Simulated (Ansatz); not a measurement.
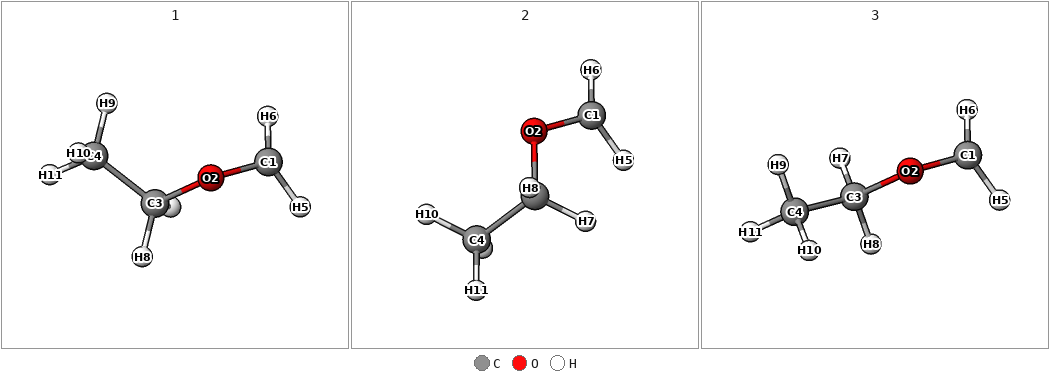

C3H7O, SMILES [CH2]OCC, spin multiplicity 2. First axis: dihedral H5–C1–O2–C3. Second axis: dihedral C1–O2–C3–C4. Nothing is relaxed (all other coordinates rigid). The scan uses an 18 × 18 grid. Points are written as (first, second). All energies are given in eV relative to the relaxed molecule at the same level. These are results of UKS PBE-D4/def2-SVP in Ansatz, not measurements.

The numbered pictures are structures from this grid.

Question: Rank them by energy, lowest first.

Answer: 2, at (20°, −120°): 0.103 eV; 3, at (−80°, −180°): 0.315 eV; 1, at (−80°, −120°): 0.412 eV.

The map, with the structures marked:

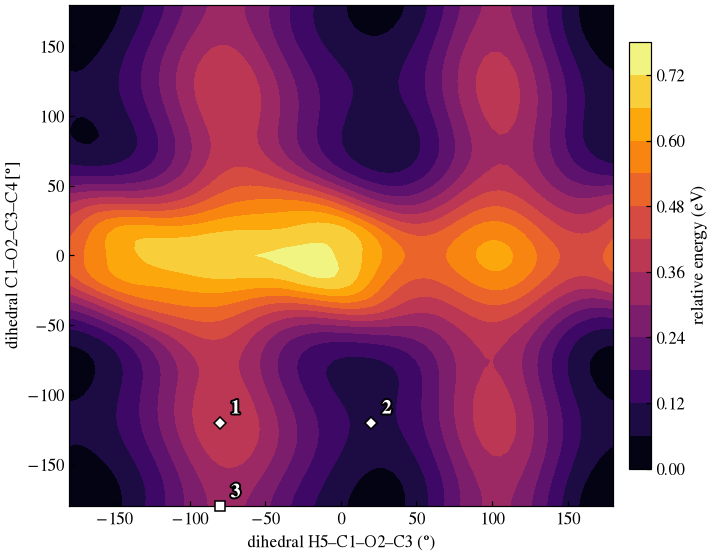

The picture shows filled contours. Between grid points the surface is interpolated.
